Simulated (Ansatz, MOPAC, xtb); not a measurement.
C2H5FOSi (SMILES FC1CO[SiH2]1): methods side by side

C2H5FOSi, singlet, SMILES `FC1CO[SiH2]1`. Each level relaxes the structure for itself.

Each level gives the highest harmonic wavenumber at each level's own minimum (cm⁻¹). The values are calculated.

| level | kind | program | value (cm⁻¹) |
| --- | --- | --- | --- |
| AM1 | semi-empirical | MOPAC | 3111 |
| MNDO | semi-empirical | MOPAC | 3284 |
| GFN2-xTB | semi-empirical | xtb | 2989 |
| GFN1-xTB | semi-empirical | xtb | 3057 |
| HF/STO-3G | Hartree–Fock | Ansatz | 3666 |
| HF/3-21G | Hartree–Fock | Ansatz | 3331 |
| HF/6-31G* (Cartesian functions) | Hartree–Fock | Ansatz | 3308 |
| PBE0-D4/def2-TZVP | global hybrid | Ansatz | 3115 |
| B3LYP/6-31G* (Cartesian functions) | global hybrid | Ansatz | 3113 |
| MP2/6-31G* (Cartesian functions) | perturbation theory | Ansatz | 3189 |

Harmonic and unscaled. The values span 2989 to 3666 cm⁻¹. Without the sets that lack polarisation functions the rows with a basis span only 3113 to 3308 cm⁻¹.

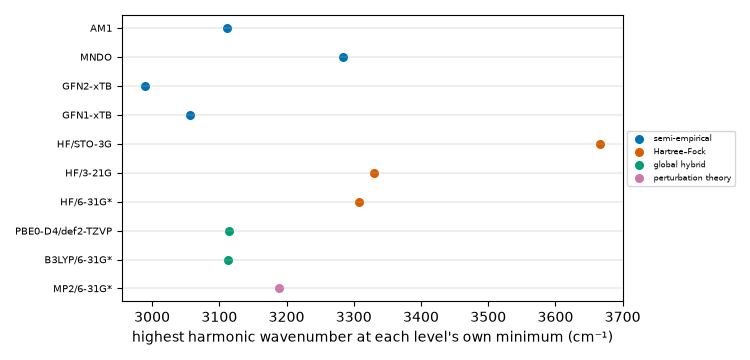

The values of the table, level by level.
